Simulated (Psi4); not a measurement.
**SiH3Cl (SiClH3) at CCSD(T)/6-311+G(d,p) (ints tolerance 1e-06, sweep point 3)**

What is the vertical singlet–triplet gap of SiH3Cl (SiClH3) at CCSD(T)/6-311+G** (ints tolerance 1e-06, sweep point 3)? 

The calculation is run with Psi4 1.11.

4 further runs of the same task are left out: 2 that didn't finish, 2 set aside as unsound or not needed.

### 1 The molecule

SiH3Cl has 5 atoms, charge 0, and is taken as a singlet. As SMILES, `[H][Si]([H])([H])Cl`. The coordinates come from a GFN2-xTB relaxation.

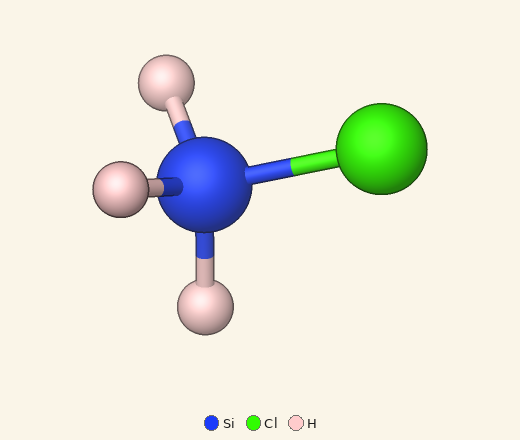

The structure, seen from a chosen angle (silicon blue, chlorine green, hydrogen pink).

### 2 The energy at CCSD(T)/6-311+G(d,p) (ints tolerance 1e-06, sweep point 3)

Contents of calc.py:

```python
import psi4

psi4.set_memory(1600000000)
psi4.set_num_threads(1)
psi4.core.set_output_file('clh3si.out', False)

mol = psi4.geometry("""
0 1
Si     0.000290     0.001940    -0.129410
Cl     0.010690    -0.020840     1.880630
H      1.382330     0.011210    -0.594910
H     -0.700750     1.203700    -0.566480
H     -0.692550    -1.196020    -0.589840
symmetry c1
""")

options = {'basis': '6-311+G**', 'puream': True, 'scf_type': 'direct', 'num_frozen_docc': 10, 'ints_tolerance': 1e-06, 'maxiter': 60}
psi4.set_options(options)

e_tot = psi4.energy('ccsd(t)')
print(f'ccsd(t) energy: {e_tot:.10f} Eh')
```

On the command line:

```sh
python calc.py
```

clh3si.out:

```text
[...]
  Running in c1 symmetry.
[...]
  Nuclear repulsion =   88.098848297496644
[...]
  Multiplicity = 1
[...]
  Nalpha       = 17
  Nbeta        = 17
[...]
    Number of basis functions: 78
[...]
   @DF-RHF iter   1:  -750.20816105896142   -3.13371e-01   2.73231e-03 ADIIS/DIIS
[...]
   @RHF iter  16:  -750.23376768095125   -6.82121e-13   2.55373e-09 DIIS
[...]
    Orbital Energies [Eh]
    ---------------------
    Doubly Occupied:
       1A   -104.828040     2A    -68.819858     3A    -10.556952
       4A     -8.025089     5A     -8.022539     6A     -8.022538
       7A     -6.165959     8A     -4.273778     9A     -4.272191
      10A     -4.272190    11A     -1.108745    12A     -0.738949
      13A     -0.538164    14A     -0.538122    15A     -0.536400
      16A     -0.453268    17A     -0.453090
[...]
  @RHF Final Energy:  -750.23376768095125
   => Energetics <=
    Nuclear Repulsion Energy =             88.0988482974966445
    One-Electron Energy =               -1213.4134884549748676
    Two-Electron Energy =                 375.0808724765269062
    Total Energy =                       -750.2337676809512459
[...]
 Multipole Moments:
 ------------------------------------------------------------------------------------
     Multipole            Electronic (a.u.)      Nuclear  (a.u.)        Total (a.u.)
 ------------------------------------------------------------------------------------
 L = 1.  Multiply by 2.5417464519 to convert [e a0] to [Debye]
 Dipole X            :          0.0297465           -0.0308509           -0.0011044
 Dipole Y            :         -0.0468535            0.0558927            0.0090392
 Dipole Z            :          4.4329045           -5.1222881           -0.6893836
 Magnitude           :                                                    0.6894437
[...]
      * MP2 total energy                      = -750.476918576498747
[...]
      * CCSD total energy                     = -750.510802948339915
[...]
      * CCSD(T) total energy                  = -750.516850491658033
```

On the terminal:

```text
ccsd(t) energy: -750.5168504917 Eh
```

Wall time 10 s (1 thread of Intel Xeon Platinum 8488C (Sapphire Rapids), shared host); peak memory 0.44 GiB.

### 3 The triplet, same level

Contents of calc.py:

```python
import psi4

psi4.set_memory(1600000000)
psi4.set_num_threads(1)
psi4.set_output_file('run.log', False)

mol = psi4.geometry("""
0 3
Si     0.000290     0.001940    -0.129410
Cl     0.010690    -0.020840     1.880630
H      1.382330     0.011210    -0.594910
H     -0.700750     1.203700    -0.566480
H     -0.692550    -1.196020    -0.589840
symmetry c1
""")

options = {'basis': '6-311+G**', 'reference': 'uhf', 'puream': True, 'scf_type': 'direct', 'num_frozen_docc': 10, 'ints_tolerance': 1e-06, 'maxiter': 150}
psi4.set_options(options)

e = psi4.energy("ccsd(t)")
print('E =', round(e, 9))
for k, v in sorted(psi4.core.scalar_variables().items()):
    print(f'{k:45s} {v:18.10f}')
```

On the command line:

```sh
python calc.py
```

run.log:

```text
[...]
  Running in c1 symmetry.
[...]
  Nuclear repulsion =   88.098848297496644
[...]
  Multiplicity = 3
[...]
  Nalpha       = 18
  Nbeta        = 16
[...]
    Number of basis functions: 78
[...]
   @DF-UHF iter   1:  -749.90250683002398   -7.71693e-03   2.68483e-03 DIIS/ADIIS
[...]
   @UHF iter  58:  -749.94937329910260   -2.86491e-11   9.39678e-09 DIIS
[...]
   @S^2 Observed:                2.010129344E+00
[...]
    Orbital Energies [Eh]
    ---------------------
    Alpha Occupied:
       1A   -105.004601     2A    -68.816809     3A    -10.733967
       4A     -8.216770     5A     -8.194993     6A     -8.191731
       7A     -6.167045     8A     -4.278414     9A     -4.271962
      10A     -4.271688    11A     -1.294225    12A     -0.794218
      13A     -0.702561    14A     -0.637632    15A     -0.635212
      16A     -0.518129    17A     -0.499227    18A     -0.128276
    Alpha Virtual:
      19A      0.050464    20A      0.064798    21A      0.069293
      22A      0.086914    23A      0.116105    24A      0.116919
      25A      0.121485    26A      0.138493    27A      0.143505
[...]
  @UHF Final Energy:  -749.94937329910260
   => Energetics <=
    Nuclear Repulsion Energy =             88.0988482974966445
    One-Electron Energy =               -1210.5562532515182284
    Two-Electron Energy =                 372.5080316549187955
    Total Energy =                       -749.9493732991027173
  UHF NO Occupations:
  HONO-2 :   16  A 1.9970808
  HONO-1 :   17  A 1.0000000
[...]
 Multipole Moments:
 ------------------------------------------------------------------------------------
     Multipole            Electronic (a.u.)      Nuclear  (a.u.)        Total (a.u.)
 ------------------------------------------------------------------------------------
 L = 1.  Multiply by 2.5417464519 to convert [e a0] to [Debye]
 Dipole X            :         -0.0148370           -0.0308509           -0.0456879
 Dipole Y            :         -0.0994568            0.0558927           -0.0435641
 Dipole Z            :          5.8226807           -5.1222881            0.7003927
 Magnitude           :                                                    0.7032319
[...]
      * MP2 total energy                      = -750.187463131055551
[...]
      * CCSD total energy                     = -750.230222293891416
[...]
      * CCSD(T) total energy                     = -750.238696798468709
```

It took 35 s on 1 thread of Intel Xeon Platinum 8488C (Sapphire Rapids), shared host; peak memory 0.45 GiB.

### 4 Summary of results

At CCSD(T)/6-311+G** (ints tolerance 1e-06, sweep point 3), 10 core orbitals frozen:

```
                                                           quantity          value
                                              singlet: total energy  -750.51685 Eh
                       singlet: HOMO energy (Hartree–Fock orbitals)      -12.33 eV
                       singlet: LUMO energy (Hartree–Fock orbitals)        1.58 eV
                     singlet: HOMO–LUMO gap (Hartree–Fock orbitals)       13.91 eV
              singlet: correlation energy (10 core orbitals frozen)     -283.1 mEh
                                            singlet: (T) correction      -6.05 mEh
                                             singlet: T1 diagnostic          0.008
                                              triplet: total energy  -750.23870 Eh
triplet: HOMO energy (Hartree–Fock orbitals) (highest over α and β)       -3.49 eV
              triplet: correlation energy (10 core orbitals frozen)     -289.3 mEh
                                            triplet: (T) correction      -8.47 mEh
                         triplet: ⟨S²⟩ of the reference determinant          2.010
                                             triplet: T1 diagnostic          0.072
                   vertical energy of the triplet above the singlet       7.569 eV
```

What this shows: At this shape the triplet lies 7.57 eV (730 kJ/mol) above the singlet. The triples (singlet) make up 2.1 % of the correlation energy. The T1 diagnostic (triplet) of 0.072 is above the customary mark for such species, so a single reference may not serve. The triples (triplet) make up 2.9 % of the correlation energy.
